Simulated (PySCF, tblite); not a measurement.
**C2H2BF3 (triplet): geometry, infrared bands and EPR parameters**

What infrared bands and EPR parameters should C2H2BF3 (triplet) (`B[C]C(F)(F)F`) show?

The runs use tblite 0.8.0 and PySCF 2.14.0, with density-fitted response routines of our own; the level of theory stands in each step. All values are computed, except where a source is named. Atoms are numbered from 0 throughout.

## (1) The starting structure

8 atoms, charge 0, multiplicity 3; geometry from: force field or distance geometry start.

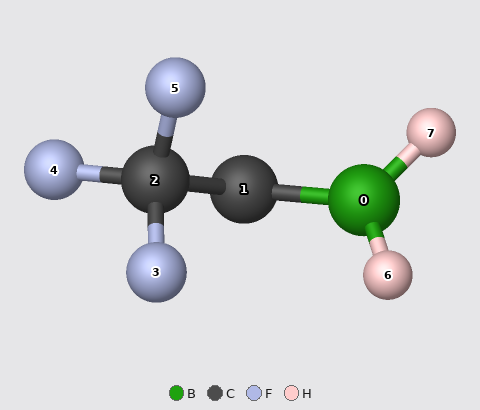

The starting geometry (boron green, carbon dark grey, fluorine light blue, hydrogen pink), atoms numbered.

## (2) Relaxing the molecule with GFN2-xTB

The job: settings as JSON, then the geometry in Å.

```
{"job": {"kind": "relax", "xc": "GFN2-xTB", "basis": "xTB"}, "charge": 0, "multiplicity": 3}
B     -1.427900    -0.351000     0.189700
C      0.020800    -0.525100     0.789000
C      1.100100     0.193600    -0.010800
F      1.133500    -0.293400    -1.313100
F      2.319400    -0.003100     0.590600
F      0.819600     1.554100    -0.053000
H     -1.679200    -0.731700    -0.902600
H     -2.277300     0.166100     0.841100
```

Command:

```bash
OMP_NUM_THREADS=1 python probes_run.py task.json out
```

One launch serves the whole session: the jobs run in the order shown.

Log:

```text
step      E/eV     max force
  0    -558.90180    3.194
  1    -559.17690    2.048
  2    -559.33477    1.251
  3    -559.35578    0.512
  4    -559.37700    0.412
  5    -559.39279    0.464
  6    -559.41061    0.446
  7    -559.42725    0.384
  8    -559.44564    0.398
  9    -559.47042    0.565
 10    -559.50036    0.748
 11    -559.53466    0.826
 12    -559.57194    0.670
 13    -559.59621    0.354
 14    -559.60538    0.427
 15    -559.61800    0.421
 16    -559.62966    0.355
 17    -559.63722    0.299
 18    -559.64324    0.243
 19    -559.65030    0.218
 20    -559.65356    0.186
 21    -559.65551    0.097
 22    -559.65628    0.103
 23    -559.65697    0.102
 24    -559.65788    0.087
 25    -559.65878    0.062
 26    -559.65928    0.060
 27    -559.65946    0.039
 28    -559.65955    0.023
 29    -559.65962    0.022
 30    -559.65969    0.018
 31    -559.65972    0.013
 32    -559.65974    0.013
 33    -559.65976    0.011
 34    -559.65978    0.016
 35    -559.65982    0.022
 36    -559.65989    0.025
 37    -559.65997    0.028
 38    -559.66003    0.031
 39    -559.66008    0.032
 40    -559.66016    0.032
 41    -559.66026    0.030
 42    -559.66035    0.026
 43    -559.66040    0.016
 44    -559.66041    0.007
```

Wall time 0.16 s (1 thread of Arm Neoverse V1, shared host).

Step by step: (not every step is listed)

```
step  energy from step 0 (eV)  largest force (eV/Å)
   0                   0.0000                3.1940
   1                  -0.2751                2.0477
   2                  -0.4330                1.2505
   3                  -0.4540                0.5123
   4                  -0.4752                0.4125
   5                  -0.4910                0.4644
   6                  -0.5088                0.4460
   7                  -0.5254                0.3839
   8                  -0.5438                0.3976
  11                  -0.6329                0.8262
  14                  -0.7036                0.4272
  17                  -0.7354                0.2989
  20                  -0.7518                0.1860
  23                  -0.7552                0.1025
  26                  -0.7575                0.0598
  29                  -0.7578                0.0220
  32                  -0.7579                0.0128
  35                  -0.7580                0.0218
  38                  -0.7582                0.0314
  39                  -0.7583                0.0321
  40                  -0.7584                0.0323
  41                  -0.7585                0.0299
  42                  -0.7586                0.0257
  43                  -0.7586                0.0163
  44                  -0.7586                0.0073
```

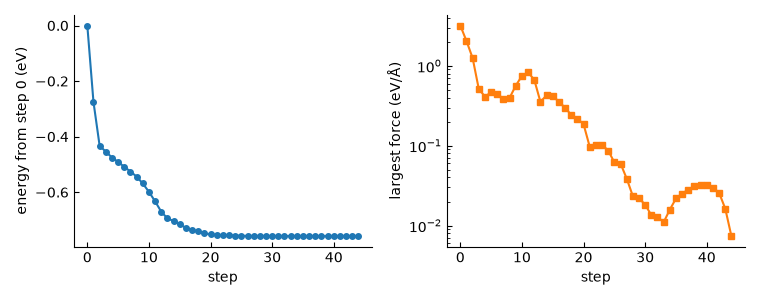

Energy and force, step by step.

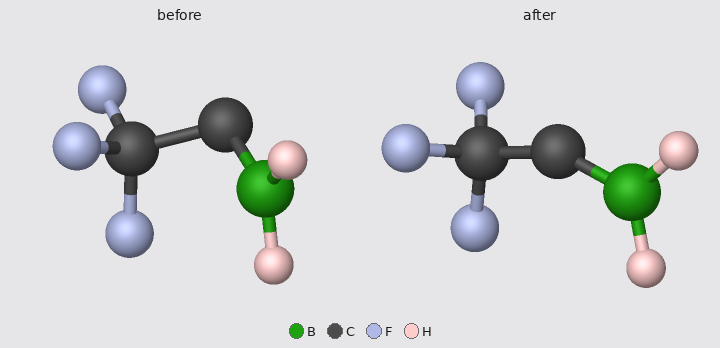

Before and after, at one scale.

Close pairs (by a distance rule), those that changed most:

```
 bond  before (Å)  after (Å)  change (Å)
B0–C1       1.577      1.463      -0.114
C1–C2       1.524      1.448      -0.076
C2–F5       1.390      1.350      -0.040
C2–F3       1.391      1.362      -0.029
C2–F4       1.374      1.349      -0.025
B0–H7       1.189      1.170      -0.019
B0–H6       1.184      1.176      -0.008
```

The final coordinates are the input of the step that follows.

## (3) Vibrational analysis with GFN2-xTB

The job: settings as JSON, then the geometry in Å.

```
{"job": {"kind": "ir", "xc": "GFN2-xTB", "basis": "xTB"}, "charge": 0, "multiplicity": 3}
B     -1.581906    -0.381931     0.227455
C     -0.190232     0.034553     0.401261
C      1.154929     0.292707    -0.067381
F      1.437218    -0.271768    -1.274224
F      2.107130    -0.167517     0.770056
F      1.384835     1.613964    -0.222360
H     -1.962919    -0.752016    -0.821995
H     -2.339997    -0.358580     1.118103
```

Log:

```text
mode    cm-1     km/mol
  1      21.1      1.15
  2      92.6      2.10
  3     167.1      3.97
  4     355.8      0.61
  5     370.3      3.32
  6     484.6     24.40
  7     493.9      4.51
  8     503.6     32.80
  9     716.7      0.15
 10     728.8     61.82
 11     769.2      4.26
 12     920.9    323.46
 13     974.9    299.12
 14    1034.1    163.70
 15    1086.2    103.25
 16    1449.7     25.93
 17    2531.6     11.20
 18    2618.3     21.04
```

Run time: 0.13 s. Hardware: 1 thread of Arm Neoverse V1, shared host.

The strongest bands and the atoms that carry them (share of the mass-weighted mode):

```
cm⁻¹  km/mol                               atoms
 485    24.4  F3 31 %, F5 19 %, F4 18 %, B0 13 %
 504    32.8  F4 21 %, C1 20 %, F5 19 %, F3 16 %
 729    61.8           H6 35 %, H7 31 %, B0 26 %
 921   323.5                    C2 73 %, F3 17 %
 975   299.1           C2 71 %, F5 14 %, F4 13 %
1034   163.7           C2 48 %, H7 17 %, H6 14 %
1086   103.2  H7 33 %, H6 27 %, C2 19 %, B0 17 %
1450    25.9           C1 65 %, B0 23 %, C2 11 %
```

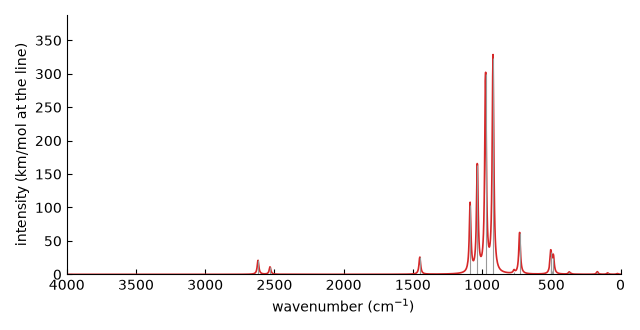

The infrared spectrum from these modes, unscaled. Lines are broadened to a width of 14 cm⁻¹ (Lorentzian).

## (4) EPR parameters: B3LYP/pcH-1

The job, as its differences from that of step 3:

```diff
@@ -1,2 +1,2 @@
-{"job": {"kind": "ir", "xc": "GFN2-xTB", "basis": "xTB"}, "charge": 0, "multiplicity": 3}
+{"job": {"kind": "epr", "basis": "pcH-1"}, "charge": 0, "multiplicity": 3}
 B     -1.581906    -0.381931     0.227455
```

Method: UKS B3LYP, pcH-1 on B C F H, non-relativistic, mean-field spin-orbit, GIAO.

Log:

```text
UKS, coarse grid
  cycle   1  E = -401.51847711  |g| = 6.75e-01
  cycle   2  E = -401.25778760  |g| = 1.16e+00
  cycle   3  E = -401.67531320  |g| = 4.34e-02
  cycle   4  E = -401.67606092  |g| = 3.26e-02
  cycle   5  E = -401.67655183  |g| = 6.16e-03
  cycle   6  E = -401.67657326  |g| = 4.70e-03
  cycle   7  E = -401.67658124  |g| = 1.21e-03
  cycle   8  E = -401.67658243  |g| = 2.96e-04
UKS, final grid
  cycle   1  E = -401.67656107  |g| = 3.07e-04
  cycle   2  E = -401.67656106  |g| = 3.68e-04
  cycle   3  E = -401.67656112  |g| = 5.05e-05
  cycle   4  E = -401.67656112  |g| = 9.58e-06
E = -401.67656112 Eh   <S^2> = 2.0059 (exact 2.0000)
g shifts (ppm)      1          2          3
  rmc          -156       -156       -156
  gc             32         31         27
  oz_so         -44        -27        285
  total        -167       -152        157
hyperfine (MHz)  atom isotope    a_iso     a_fc   dipolar eigenvalues
    0   11B     -17.20     -17.20     -7.99      0.47      7.52
    1   13C     108.17     108.17    -73.84     28.36     45.47
    2   13C     -20.84     -20.84     -2.41     -2.14      4.55
    3   19F      74.51      74.51    -58.11    -39.22     97.33
    4   19F      42.57      42.57    -37.28    -17.03     54.31
    5   19F      46.29      46.29    -44.48    -22.35     66.84
    6    1H      75.07      75.07     -5.27     -3.83      9.10
    7    1H      47.17      47.17     -5.99     -3.98      9.97
zero-field splitting (cm-1)  D = 0.6052  E = 0.0155  (spin-spin 0.5697, spin-orbit 0.0357)
```

Run time: 34 s. Hardware: 1 thread of Arm Neoverse V1, shared host; peak memory 0.58 GiB.

Principal g values 2.00215, 2.00217, 2.00248; g(iso) = 2.00227, against 2.00232 for a free electron.

Hyperfine couplings; where a row names several nuclei, a(iso) is their mean (it holds for fast rotation or exchange) and the dipolar term the largest among them:

```
    nuclei  isotope  a(iso) (MHz)  a(iso) (G, at g = 2.0023)  largest dipolar term (MHz)
        C1      13C         108.2                       38.6                       -73.8
    H6, H7       1H          61.1                       21.8                        10.0
F3, F4, F5      19F          54.5                       19.4                        97.3
        C2      13C         -20.8                       -7.4                         4.5
        B0      11B         -17.2                       -6.1                        -8.0
```

Zero-field splitting: D = 0.605 cm⁻¹ (spin-spin 0.570, spin-orbit 0.036), E = 0.016 cm⁻¹.

Mulliken spin populations:

```
atom  value (e)
  B0       0.10
  C1       1.73
  C2      -0.05
  F3       0.04
  F4       0.03
  F5       0.03
  H6       0.07
  H7       0.04
```

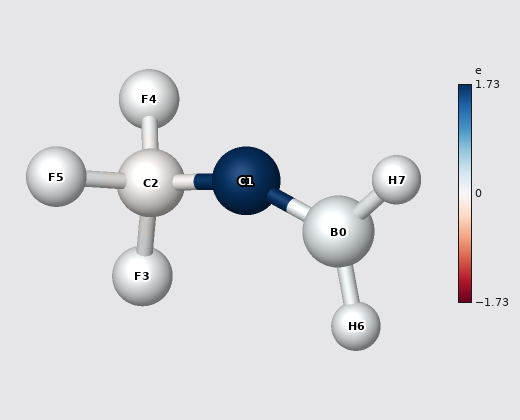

Mulliken spin populations, as colours on the atoms.

Orbitals, density, ELF and potential are computed afterwards from the orbital file.

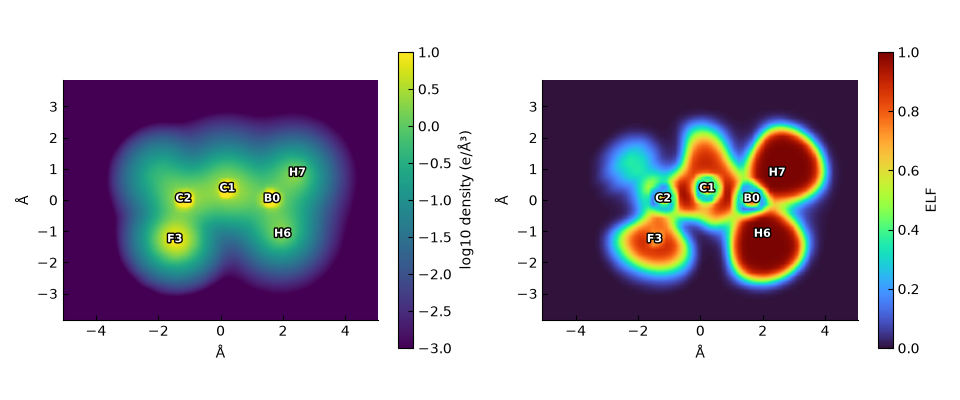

Density (left) and ELF (right) in a plane through or near 6 of the atoms.

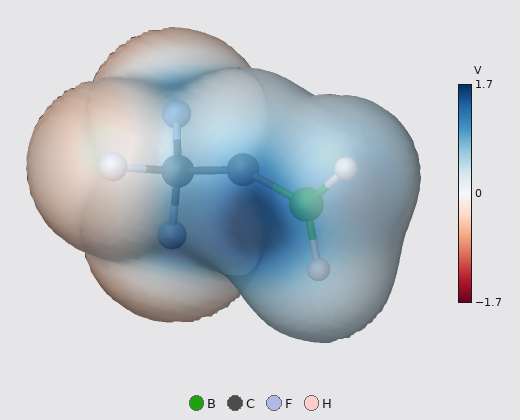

Electrostatic potential on the surface of density 0.002 e/bohr³; red is low, blue high. It runs from -0.50 V near F3 to 1.70 V near B0.

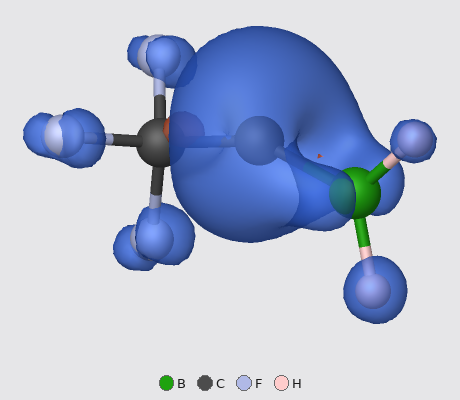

Spin density at ±0.05 e/Å³ (alpha excess blue, beta excess red).

## (5) Summary of results

| quantity | value |
| --- | --- |
| strongest single infrared mode (GFN2-xTB) | 921 cm⁻¹, 323 km/mol |
| zero-point energy (GFN2-xTB) | 21.9 kcal/mol |
| D, E (B3LYP) | 0.605, 0.016 cm⁻¹ |
| g(iso) (B3LYP) | 2.00227 |
| ⟨S²⟩ | 2.006 (exact 2.00) |
| largest a(iso) (averaged by class) | 13C on C1, 108.2 MHz |
| potential on the surface of density 0.002 e/bohr³, 1st and 99th percentile | -0.50 V and 1.70 V |

In words: Relaxing lowered the energy by 0.759 eV in 44 steps; the close pair that moved most is B0–C1, from 1.577 to 1.463 Å. All 18 modes are real, so the xTB geometry is a minimum. The strongest single mode, at 921 cm⁻¹, moves mainly C2. Unscaled tight-binding wavenumbers are off by several per cent, some by more. Its intensities can rank the bands wrongly. Most of the unpaired spin sits on C1 (1.73 e). The isotropic g lies 0.1 ppt below the free-electron value. The triplet studied here may not be the ground state; the singlet was not compared. The conformer search found further structures of the same energy, which may be mirror or relabelled copies of this one.
